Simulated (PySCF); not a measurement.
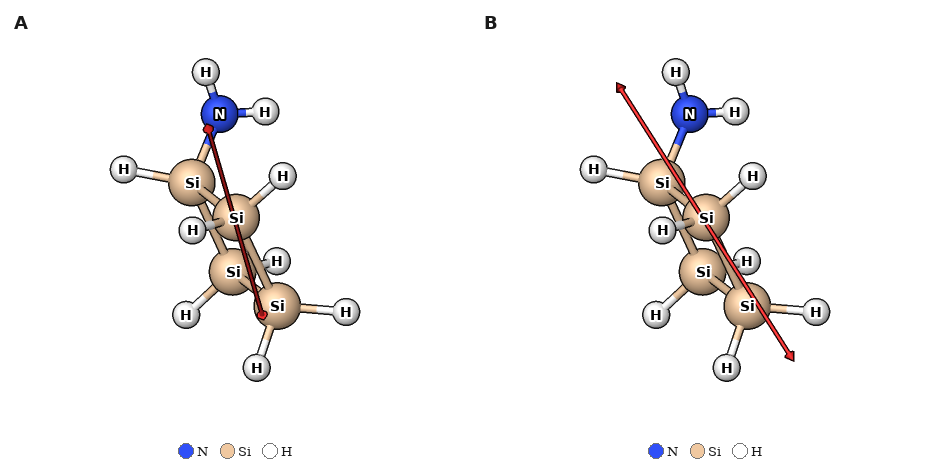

The double arrows show the directions of two transition dipoles from the ground state (lengths mean nothing). Computed geometry: GFN2-xTB optimisation. No frequency run is at hand to confirm it as a minimum. Level of theory: TDDFT PBE0/def2-SVPD, vertical, gas phase, core orbitals frozen in the response (PySCF 2.14.0).

> One belongs to singlet state 4 and one to singlet state 5. Which is which?

A: state 4, 5.30 eV (234 nm), oscillator strength 0.057, mainly HOMO → LUMO+1 (weight 0.93).
B: state 5, 5.70 eV (218 nm), oscillator strength 0.10, mainly HOMO → LUMO+2 (weight 0.88).

The geometry is semi-empirical. Around Si such bond lengths and angles can be off by a tenth of an ångström or more and by several degrees, and values that hang on the shape move with them.
